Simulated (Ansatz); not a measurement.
# CH$_{6}$FGaSi (SMILES F[CH]([SiH3])[GaH2]): what the fields show

Input

```
crystal:
  periodic: [false, false, false]
  atoms:
    - {symbol: F, position_ang: [-1.860991, -0.181360, -0.633189]}
    - {symbol: C, position_ang: [-0.462161, -0.044831, -0.623082]}
    - {symbol: Si, position_ang: [0.284485, -1.340589, 0.532079]}
    - {symbol: Ga, position_ang: [0.072962, 1.817537, -0.170989]}
    - {symbol: H, position_ang: [-0.099603, -0.262132, -1.638470]}
    - {symbol: H, position_ang: [-0.060334, -1.033043, 1.946182]}
    - {symbol: H, position_ang: [1.762903, -1.284075, 0.375288]}
    - {symbol: H, position_ang: [-0.208507, -2.702931, 0.202371]}
    - {symbol: H, position_ang: [-1.027364, 2.850354, 0.239544]}
    - {symbol: H, position_ang: [1.598610, 2.181069, -0.229723]}
basis:
  gaussian: {orbitals: def2-TZVPP}
hamiltonian: {xc: pbe0, dispersion: d4}
output: {orbitals: {seedname: orbitals}}
```

Run with:

```sh
ansatz run in.yaml --threads 2 --pin off --events-out ev --progress --plain --max-ram 4352MiB
```

Geometry: PBE0-D4/def2-TZVP.

Computed with RKS PBE0-D4/def2-TZVPP in Ansatz 0.2.0.

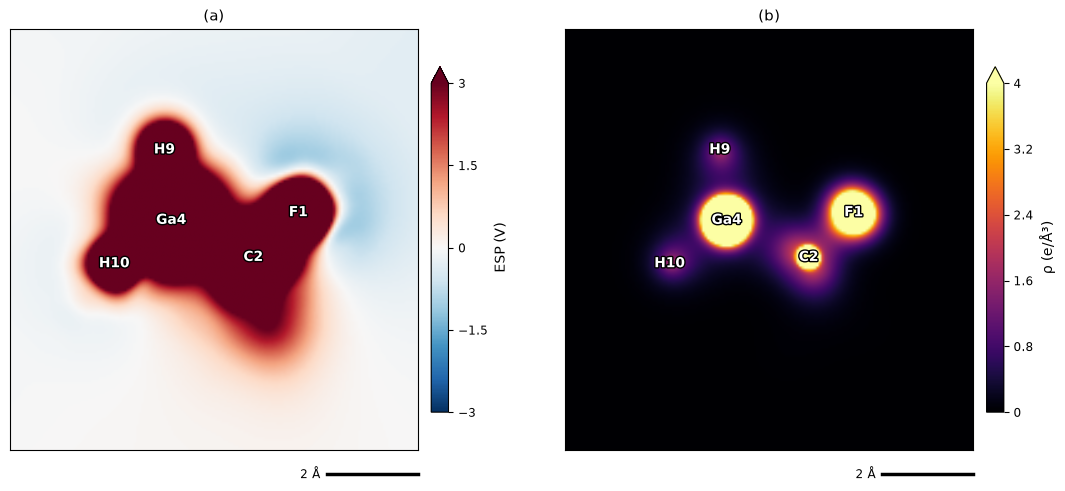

Figure 1. (a) electrostatic potential; (b) total electron density on the plane of atoms F1, C2 and Ga4.

Question: What does the map show?

Answer: Atoms in the plane: F, C, Ga and H. C–F (1.41 Å): ρ at the midpoint is about 1.9 e/Å³, with its minimum of 1.5 e/Å³ about 0.5 Å from C. C–Ga (1.99 Å): the density is about 0.77 e/Å³ at the midpoint. Ga–H (1.56 Å): the density is about 1 e/Å³ at the midpoint. Outside the dense part of the molecule the potential is most negative (−1.1 V) near F1.

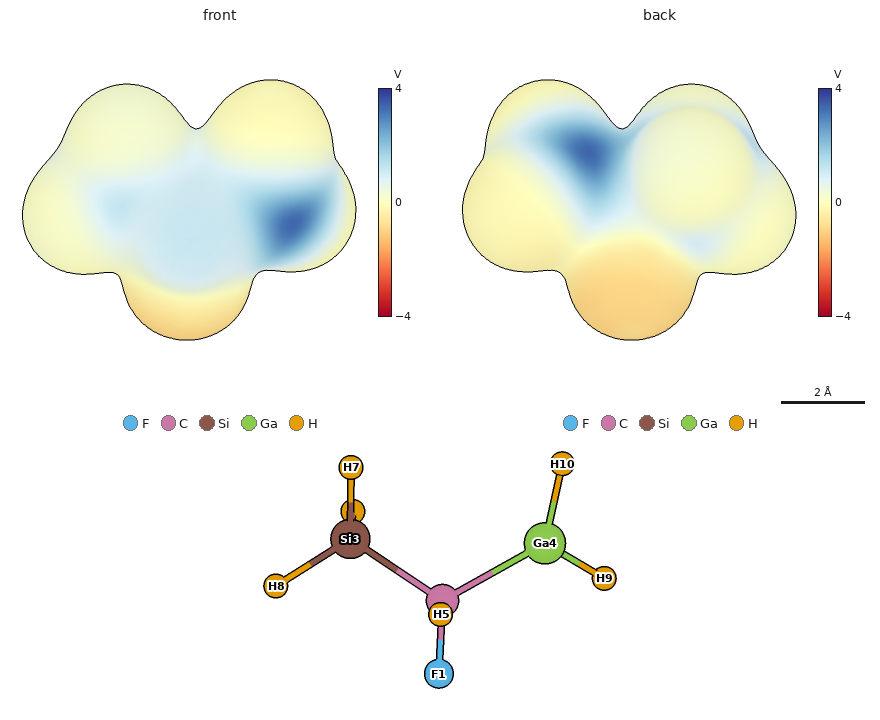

Figure 2. The molecular electrostatic potential painted on the density surface at 0.002 e/bohr³, seen from the front and from behind; red is negative and blue positive. The bare structure is drawn below in the same view.

Question: Which sites attract a positive test charge, and which a negative one?

Answer: A positive charge is drawn to the negative regions and a negative charge to the positive ones. The most negative region (about −1.0 V) lies over F1, the most positive (about +3.2 V) over Ga4.

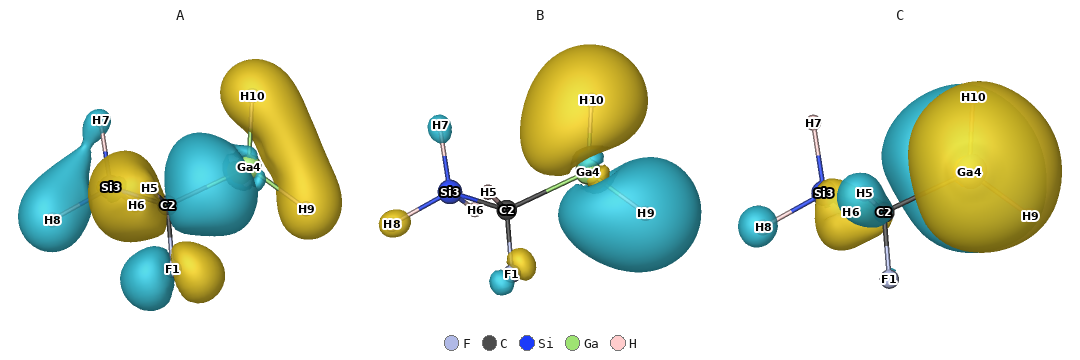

Figure 3. Three frontier orbitals at ±0.08 Å⁻³ᐟ² (yellow and cyan are the two phases), in no order.

Question: Order the three orbitals by energy and name them.

Answer: B is the HOMO−1 (−8.76 eV). It lies mainly on Ga4 (about 40 %), H9 (about 30 %) and H10 (about 30 %). A is the HOMO (−7.66 eV). By Hirshfeld shares it lies mainly on C2 (about 35 %), Ga4 (about 20 %), F1 (about 20 %) and Si3 (about 10 %). C is the LUMO (−1.79 eV). By Hirshfeld shares it lies mainly on Ga4 (about 75 %).

Question: What is the HOMO–LUMO gap?

Answer: 5.87 eV between the orbital energies.
